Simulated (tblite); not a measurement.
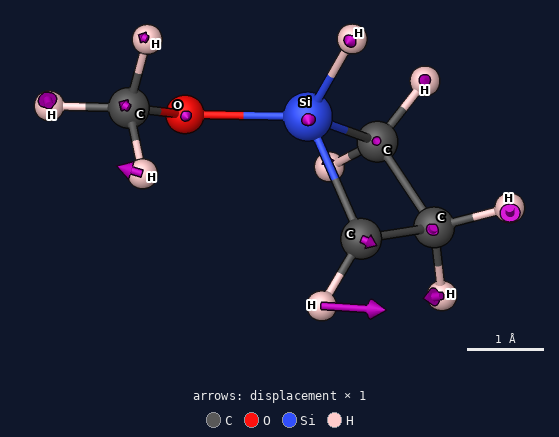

This is a relaxation of C4H9OSi (multiplicity 2). The starting structure is drawn; purple arrows show the displacements, at their true length. The two geometries are superimposed by the best rigid fit.

Style: ball-and-stick. Shown at a tilt.

Method: GFN2-xTB geometry optimisation, gas phase (tblite). 

Question: Which element moves most?

Answer: Hydrogen: up to 0.97 Å, against 0.24 Å for carbon.

Question: What happened in the run?

Answer: The largest move after the best rigid fit is that of an H atom, 0.97 Å. By element the largest moves are H 0.97 Å, C 0.24 Å, Si 0.21 Å, O 0.14 Å. Among the contacts that change: C–Si 1.794 → 1.855 Å, C–Si 1.873 → 1.907 Å, C–O 1.423 → 1.393 Å, O–Si 1.639 → 1.623 Å. Bond angles that change, for instance: Si–C–H 126.8° → 141.9°, C–O–Si 119.3° → 128.3°, O–Si–C 114.6° → 122.7°. After 60 geometry steps the energy has fallen by 33.3 kJ/mol.
